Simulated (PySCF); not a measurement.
# CuF4 ([CuF4]2-): the cost of one run

Computed with PySCF 2.14.0 and routines of our own; the level stands in each step. Atoms count from 0.

## 1. The system as given

5 atoms, charge -2, states of the metal's open shell are computed; geometry from: model start, shaken.

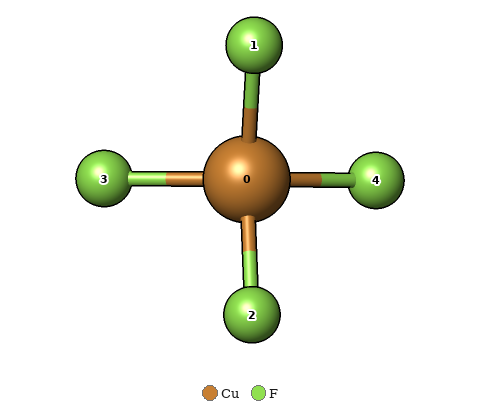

The starting geometry (copper orange, fluorine green); sticks join atoms by distance alone.

## 2. Relaxing the molecule at PBE0-D3(BJ)/def2-TZVP

The job: settings as JSON, then the geometry in Å.

```
{"job": {"xc": "PBE0", "basis": "def2-TZVP", "d3": "d3bj", "grid": 1, "maxiter": 45, "solvent": "water", "kind": "geom"}, "charge": -2, "metal": "Cu", "open_shell": "d9"}
Cu     0.000020     0.004480    -0.004110
F      1.210680     1.217220     0.792330
F     -1.223130    -1.203930     0.799820
F     -1.233340     1.231380    -0.801850
F      1.225620    -1.237990    -0.807640
```

Run with:

```sh
> OMP_NUM_THREADS=1 python lf_run.py task.json out
```

The driver reads the jobs from task.json and runs them one after another.

**Question.** How long does this first job take on 1 thread of Arm Neoverse V2, shared host, and how much memory does it need?

About 1.7 min, with a peak of 0.94 GiB.
